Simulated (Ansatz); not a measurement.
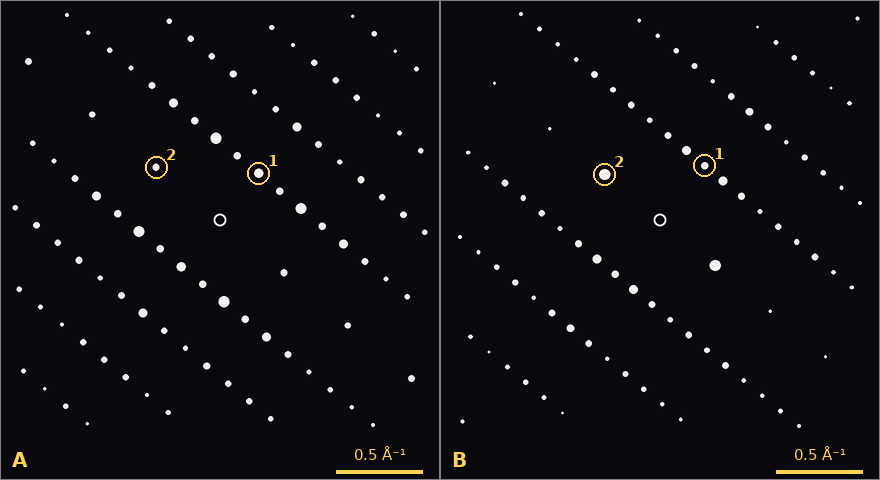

Kinematic electron diffraction patterns (200 kV, B = 0.5 Å², same scale) along [110] of the run's own cell, for the start and the end of one relaxation of ClF2 with DFT, PAW plane waves, r2scan in Ansatz. k mesh 6×6×4. The start is a generated model structure, and the relaxation ends in the nearest stationary point of its symmetry, not necessarily the ground state. Spot 1 is -1 1 0 and spot 2 is 0 0 3 in both.

Start structure:

```
CELL_PARAMETERS angstrom
2.81224 4.87095 0.00000
-2.81224 4.87095 0.00000
0.00000 0.00000 6.15679
ATOMIC_POSITIONS crystal
F 0.41640 0.85070 0.21312
F 0.73290 0.41640 0.54645
F 0.85070 0.73290 0.87979
F 0.26710 0.14930 0.78688
F 0.14930 0.58360 0.45355
F 0.58360 0.26710 0.12021
Cl 0.47000 0.53000 0.33330
Cl 0.00000 0.47000 0.66663
Cl 0.53000 0.00000 0.99997
```

Which pattern belongs to the start structure, and which to the relaxed one?

Answer. A is the start: its cell gives d(1) = 2.812 Å, d(2) = 2.052 Å and an angle of 90.0°. B is the relaxed structure, with d(1) = 2.420 Å (-14.0 %), d(2) = 2.376 Å (+15.8 %) and 90.0°.

Name reflections whose intensity changes strongly on relaxation.

Answer. 0 0 6 goes from 8 to 0.069 % of the strongest spot; 0 0 3 goes from 15 to 100 % of the strongest spot; 1 -1 2 goes from 100 to 17 % of the strongest spot.

What did the relaxation do to the structure and the energy?

Answer. The volume changed by -14.3 % to 16.06 Å³ an atom; with the mean shift removed, the atoms moved by up to 1.63 Å relative to the cell (Cl most); the space group stayed P3_121 (No. 152); the free energy fell by 1400 meV an atom. Relaxed cell: a = 4.839 Å, b = 4.839 Å, c = 7.127 Å, α = 90.00°, β = 90.00°, γ = 60.00°.
